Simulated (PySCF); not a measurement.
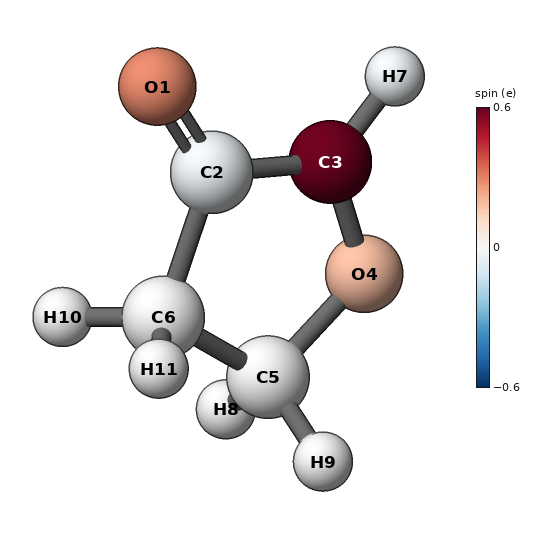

Atoms are coloured by their Mulliken spin populations. The species is neutral and a spin doublet. The geometry was computed by an optimisation with GFN2-xTB. No frequency run is at hand to confirm it as a minimum. Properties computed with UKS B3LYP, pcH-1 on C H O, non-relativistic (PySCF 2.14.0).

List the Mulliken spin populations.

```tsv
atom	value (e)
O1	0.28
C2	−0.03
C3	0.58
O4	0.18
C5	−0.01
C6	−0.01
H7	−0.03
H8	0.01
H9	0.01
H10	0.01
H11	0.01
```

Mulliken values depend strongly on the basis set.
